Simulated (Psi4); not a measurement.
# CCSD/def2-SVP run of GeF4 (SMILES [F][Ge]([F])([F])[F])

What is the energy change on altering one bond length of GeF4 at CCSD/def2-SVP? 

The results are computed with Psi4 1.11.

2 further runs of the same task are left out: 2 that didn't finish.

## (1) The system as given

GeF4 has 5 atoms, charge 0, and is taken as a singlet. SMILES: `[F][Ge]([F])([F])[F]`. The coordinates come from a PBE0-D4/def2-TZVP relaxation.

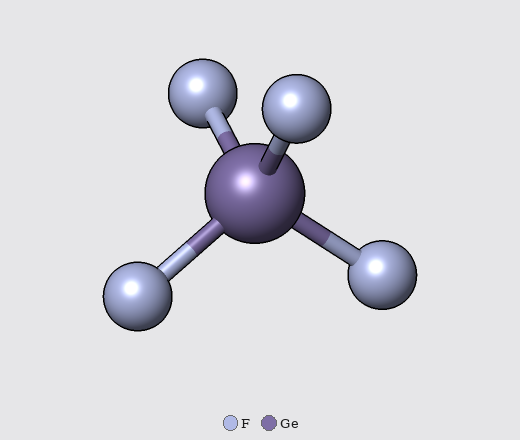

Viewed from a chosen angle; fluorine light blue, germanium purple.

## (2) A single-point energy at CCSD/def2-SVP

f4ge.json reads:

```json
{
 "schema_name": "qcschema_input",
 "schema_version": 1,
 "molecule": {
  "schema_name": "qcschema_molecule",
  "schema_version": 2,
  "symbols": ["F", "Ge", "F", "F", "F"],
  "geometry": [-0.85884273, 0.18037436, 3.07363954, 0.0, 0.0, 0.0, 2.41539124, -2.07032725, -0.31152135, -2.48699296, -0.99392035, -1.74484082, 0.93044445, 2.88389214, -1.01727737],
  "molecular_charge": 0,
  "molecular_multiplicity": 1,
  "fix_symmetry": "c1",
  "fix_com": true,
  "fix_orientation": true
 },
 "driver": "energy",
 "model": {
  "method": "ccsd",
  "basis": "def2-SVP"
 },
 "keywords": {
  "puream": true,
  "e_convergence": 1e-09,
  "d_convergence": 1e-08,
  "scf_type": "pk",
  "num_frozen_docc": 13
 }
}
```

On the command line:

```
$ psi4 --qcschema f4ge.json -n 1 --memory 2200MB
```

stdout:

```text
[...]
  Running in c1 symmetry.
[...]
  Nuclear repulsion =  453.504144991103203
[...]
  Multiplicity = 1
[...]
  Nalpha       = 34
  Nbeta        = 34
[...]
    Number of basis functions: 88
[...]
   @RHF iter   1: -2471.93540014218115   -3.90425e+00   2.24665e-02 ADIIS/DIIS
[...]
   @RHF iter  10: -2472.67636495481338   -5.00222e-12   2.35129e-09 DIIS
[...]
    Orbital Energies [Eh]
    ---------------------
    Doubly Occupied:
       1A   -405.366606     2A    -52.284954     3A    -46.387503
       4A    -46.387503     5A    -46.387503     6A    -26.333587
       7A    -26.333558     8A    -26.333558     9A    -26.333557
      10A     -7.354351    11A     -5.334958    12A     -5.334957
      13A     -5.334957    14A     -1.827154    15A     -1.827153
      16A     -1.827152    17A     -1.807954    18A     -1.807953
      19A     -1.622659    20A     -1.576902    21A     -1.576900
      22A     -1.576897    23A     -0.849536    24A     -0.755085
      25A     -0.755083    26A     -0.755079    27A     -0.708388
      28A     -0.708384    29A     -0.684947    30A     -0.684946
      31A     -0.684945    32A     -0.680296    33A     -0.680296
      34A     -0.680295
[...]
  @RHF Final Energy: -2472.67636495481338
   => Energetics <=
    Nuclear Repulsion Energy =            453.5041449911032032
    One-Electron Energy =               -4353.1899092449402815
    Two-Electron Energy =                1427.0093992990234710
    Total Energy =                      -2472.6763649548138346
[...]
 Multipole Moments:
 ------------------------------------------------------------------------------------
     Multipole            Electronic (a.u.)      Nuclear  (a.u.)        Total (a.u.)
 ------------------------------------------------------------------------------------
 L = 1.  Multiply by 2.5417464519 to convert [e a0] to [Debye]
 Dipole X            :          0.0000018            0.0000000            0.0000018
 Dipole Y            :         -0.0001802            0.0001701           -0.0000101
 Dipole Z            :          0.0000017           -0.0000000            0.0000017
 Magnitude           :                                                    0.0000104
[...]
      * MP2 total energy                      = -2473.642967609189327
[...]
      * CCSD total energy                     = -2473.636649149289951
[...]
```

The result, in JSON:

```text
{
 "driver": "energy",
 "model": {
  "method": "ccsd",
  "basis": "def2-SVP"
 },
 "success": true,
 "return_result": -2473.63664914929,
 "properties": {
  "calcinfo_nbasis": 88,
  "calcinfo_nmo": 88,
  "calcinfo_nalpha": 34,
  "calcinfo_nbeta": 34,
  "calcinfo_natom": 5,
  "nuclear_repulsion_energy": 453.5041449911032,
  "return_energy": -2473.63664914929,
  "scf_one_electron_energy": -4353.18990924494,
  "scf_two_electron_energy": 1427.0093992990235,
  "scf_dipole_moment": [1.8397785612189743e-06, -1.0148539922261168e-05, 1.6767799262407124e-06],
  "scf_total_energy": -2472.6763649548134,
  "scf_iterations": 10,
  "mp2_same_spin_correlation_energy": -0.2817608471013967,
  "mp2_opposite_spin_correlation_energy": -0.6848418072742013,
  "mp2_singles_energy": -5.83681164426505e-28,
  "mp2_doubles_energy": -0.966602654375598,
  "mp2_correlation_energy": -0.966602654375598,
  "mp2_total_energy": -2473.6429676091893,
  "ccsd_same_spin_correlation_energy": -0.2474401229955312,
  "ccsd_opposite_spin_correlation_energy": -0.7128440714804957,
  "ccsd_singles_energy": 0.0,
  "ccsd_doubles_energy": -0.9602841944760269,
  "ccsd_correlation_energy": -0.9602841944760271,
  "ccsd_total_energy": -2473.63664914929,
  "ccsd_iterations": 14
 }
}
```

It took 41 s on 1 thread of AMD EPYC 7R43 (Zen 3), shared host; peak memory 0.5 GiB.

## (3) The distorted shape

f4ge.xyz reads:

```xyz
5
F4Ge
F     -0.646188     0.259770     1.651225
Ge    -0.191708     0.164320     0.024725
F      1.278170    -1.095570    -0.164850
F     -1.507768    -0.361640    -0.898605
F      0.300662     1.690410    -0.513595
```

f4ge_ase.py reads:

```python
import numpy as np
from ase.calculators.psi4 import Psi4
from ase.io import read

a = read('f4ge.xyz')
calc = Psi4(atoms=a, method='ccsd', basis='def2-SVP', memory='2200MB', num_threads=1, charge=0, multiplicity=1, label='psi4-calc', reference='rhf')
calc.psi4.set_options({'puream': True, 'e_convergence': 1e-09, 'd_convergence': 1e-08, 'scf_type': 'pk', 'num_frozen_docc': 13})
a.calc = calc

print(f'energy: {a.get_potential_energy():.6f} eV')
```

On the command line:

```
$ python f4ge_ase.py
```

psi4-calc.dat:

```text
[...]
  Running in c1 symmetry.
[...]
  Nuclear repulsion =  438.452774520433991
[...]
  Multiplicity = 1
[...]
  Nalpha       = 34
  Nbeta        = 34
[...]
    Number of basis functions: 88
[...]
   @RHF iter   1: -2471.90824923710670   -4.24133e+00   2.23080e-02 DIIS/ADIIS
[...]
   @RHF iter  12: -2472.64205905305516   -3.63798e-12   1.28967e-09 DIIS
[...]
    Orbital Energies [Eh]
    ---------------------
    Doubly Occupied:
       1A   -405.390332     2A    -52.307655     3A    -46.410933
       4A    -46.410001     5A    -46.410001     6A    -26.347913
       7A    -26.347892     8A    -26.347891     9A    -26.295968
      10A     -7.373596    11A     -5.354104    12A     -5.354104
      13A     -5.353443    14A     -1.845357    15A     -1.845356
      16A     -1.835104    17A     -1.826577    18A     -1.826577
      19A     -1.624541    20A     -1.589545    21A     -1.589541
      22A     -1.516348    23A     -0.848954    24A     -0.757782
      25A     -0.757779    26A     -0.743338    27A     -0.712104
      28A     -0.712101    29A     -0.695742    30A     -0.695740
      31A     -0.692673    32A     -0.640451    33A     -0.639864
      34A     -0.639864
[...]
  @RHF Final Energy: -2472.64205905305516
   => Energetics <=
    Nuclear Repulsion Energy =            438.4527745204339908
    One-Electron Energy =               -4322.7113281845877282
    Two-Electron Energy =                1411.6164946110984602
    Total Energy =                      -2472.6420590530551635
[...]
 Multipole Moments:
 ------------------------------------------------------------------------------------
     Multipole            Electronic (a.u.)      Nuclear  (a.u.)        Total (a.u.)
 ------------------------------------------------------------------------------------
 L = 1.  Multiply by 2.5417464519 to convert [e a0] to [Debye]
 Dipole X            :         -0.4359601            0.1385687           -0.2973914
 Dipole Y            :          0.3736583           -0.1187651            0.2548931
 Dipole Z            :          0.0562315           -0.0178715            0.0383600
 Magnitude           :                                                    0.3935526
[...]
      * MP2 total energy                      = -2473.616889713466207
[...]
      * CCSD total energy                     = -2473.609427570405387
```

Standard output:

```text
energy: -67310.341007 eV
```

It took 46 s on 1 thread of AMD EPYC 7R43 (Zen 3), shared host; peak memory 0.51 GiB.

## (4) Results

At CCSD/def2-SVP, 13 core orbitals frozen:

| quantity | value |
| --- | --- |
| first shape: total energy | -2473.63665 Eh |
| first shape: HOMO energy (Hartree–Fock orbitals) | -18.51 eV |
| first shape: LUMO energy (Hartree–Fock orbitals) | 2.45 eV |
| first shape: HOMO–LUMO gap (Hartree–Fock orbitals) | 20.96 eV |
| first shape: correlation energy (13 core orbitals frozen) | -960.3 mEh |
| first shape: T1 diagnostic | 0.012 |
| distorted shape: total energy | -2473.60943 Eh |
| distorted shape: HOMO energy (Hartree–Fock orbitals) | -17.41 eV |
| distorted shape: LUMO energy (Hartree–Fock orbitals) | 1.34 eV |
| distorted shape: HOMO–LUMO gap (Hartree–Fock orbitals) | 18.75 eV |
| distorted shape: correlation energy (13 core orbitals frozen) | -967.4 mEh |
| distorted shape: T1 diagnostic | 0.013 |
| energy change with the Ge2–F3 bond stretched from 1.691 to 1.945 Å | 0.741 eV |

In words: With the Ge2–F3 bond stretched from 1.691 to 1.945 Å the energy rises by 0.74 eV (17.1 kcal/mol). The first shape isn't relaxed at this level, so the change isn't measured from a minimum.
